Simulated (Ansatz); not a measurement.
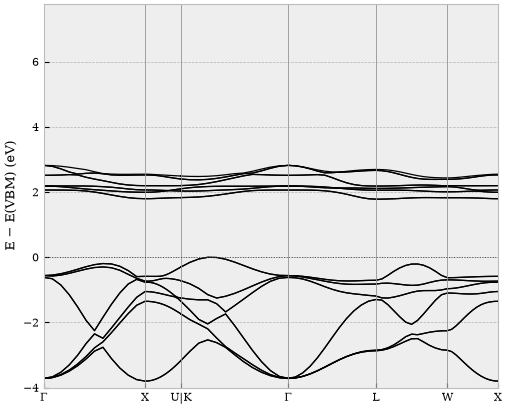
Figure. Band structure from DFT-PBE with spin–orbit coupling in the program Ansatz with PAW potentials

### Question
Read off the gap and where the band edges lie.

### Answer
About 1.8 eV (1.78 eV by a search for the band edges); maximum on the K–Γ line, 28 % of the way from K, minimum at L.

The material is CeO₂ (fluorite, space group No. 225).

Space group Fm-3m (fluorite). Symmetry was held in the PBE relaxation. The run is not spin-polarised. The 4f shell is in the valence. No Hubbard U is applied.

Potentials: the earlier of the program's two PAW sets.
